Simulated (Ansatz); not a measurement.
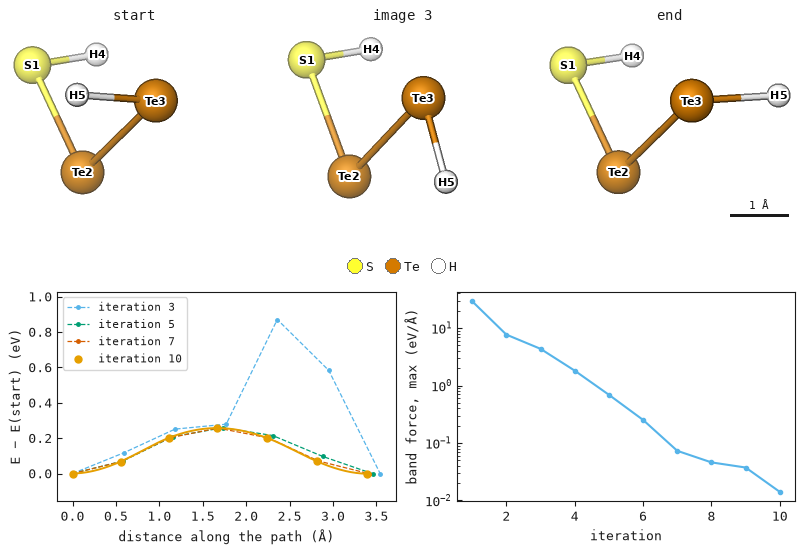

A nudged-elastic-band calculation for H₂Te₂S. Images are numbered from 0 (start) to 6 (end). The plot follows the band through its iterations. Style: ball-and-stick. Shown from a free direction.

Theory: RKS B3LYP-D4/def2-SVP in Ansatz.

The input:
```yaml
crystal:
  periodic: [false, false, false]
  atoms:
    - { symbol: S, position_ang: [-1.789232, -0.644208, 0.705745] }
    - { symbol: Te, position_ang: [0.37954, -1.268003, -0.243241] }
    - { symbol: Te, position_ang: [1.590166, 1.145094, -0.757041] }
    - { symbol: H, position_ang: [-2.452453, -0.538219, -0.471491] }
    - { symbol: H, position_ang: [2.27198, 1.305336, 0.766029] }
basis:
  gaussian: { orbitals: def2-SVP }
hamiltonian:
  xc: b3lyp
  dispersion: d4
neb:
  order_check: false
  images: 5
  f_tol: 0.03
  max_iterations: 60
  final_atoms:
    - { symbol: S, position_ang: [-1.79183077, -0.98768545, 0.58051051] }
    - { symbol: Te, position_ang: [0.3799354, -1.3135804, -0.50149134] }
    - { symbol: Te, position_ang: [1.99715257, 0.57594191, 0.66384056] }
    - { symbol: H, position_ang: [-2.26134522, -0.05504393, -0.28413279] }
    - { symbol: H, position_ang: [1.67608902, 1.78036787, -0.45872593] }
  initial_path:
    images:
      - { positions_ang: [[-1.789232, -0.644208, 0.705745], [0.37954, -1.268003, -0.243241], [1.590166, 1.145094, -0.757041], [-2.452453, -0.538219, -0.471491], [2.27198, 1.305336, 0.766029]] }
      - { positions_ang: [[-1.86063709, -0.66407806, 0.64928658], [0.36621834, -1.20612508, -0.09677023], [1.47335759, 1.2493191, -0.47057509], [-2.43081557, -0.59320595, -0.5587172], [2.45187772, 1.21409, 0.47677694]] }
      - { positions_ang: [[-1.93204217, -0.68394812, 0.59282816], [0.35289668, -1.14424716, 0.04970055], [1.35654919, 1.35354419, -0.18410918], [-2.40917814, -0.64819291, -0.64594341], [2.63177544, 1.122844, 0.18752488]] }
      - { positions_ang: [[-2.00344726, -0.70381818, 0.53636973], [0.33957502, -1.08236924, 0.19617132], [1.23974078, 1.45776929, 0.10235673], [-2.3875407, -0.70317986, -0.73316961], [2.81167316, 1.03159799, -0.10172717]] }
      - { positions_ang: [[-1.93290843, -0.7984406, 0.55108333], [0.35302848, -1.15943963, -0.0363829], [1.49221138, 1.16382683, 0.28951801], [-2.34547554, -0.48713455, -0.58349067], [2.43314511, 1.28118795, -0.22072676]] }
      - { positions_ang: [[-1.8623696, -0.89306303, 0.56579692], [0.36648194, -1.23651001, -0.26893712], [1.74468198, 0.86988437, 0.47667928], [-2.30341038, -0.27108924, -0.43381173], [2.05461706, 1.53077791, -0.33972635]] }
      - { positions_ang: [[-1.79183077, -0.98768545, 0.58051051], [0.3799354, -1.3135804, -0.50149134], [1.99715257, 0.57594191, 0.66384056], [-2.26134522, -0.05504393, -0.28413279], [1.67608902, 1.78036787, -0.45872593]] }
```

Launched with:
```bash
ansatz run input.yaml --threads 1 --pin off --max-ram 2048MiB --backend cpu --events-out ev --progress --plain --runs-dir out
```

Question: How did the profile develop, and is the result final?

Answer: The result is final at these settings. The band converged in 10 iterations. The largest component of the band force went from 29 to 0.014 eV/Å. The climbing image converged on the top of the path. Its vibrational analysis gives one imaginary mode (194i cm⁻¹), as a transition state must have. The first iteration put the highest image at 8.836 eV. The two ends have nearly the same energy, and the highest point, image 3, lies 0.257 eV above the start.

The run took roughly 4 core-minutes on a shared host.
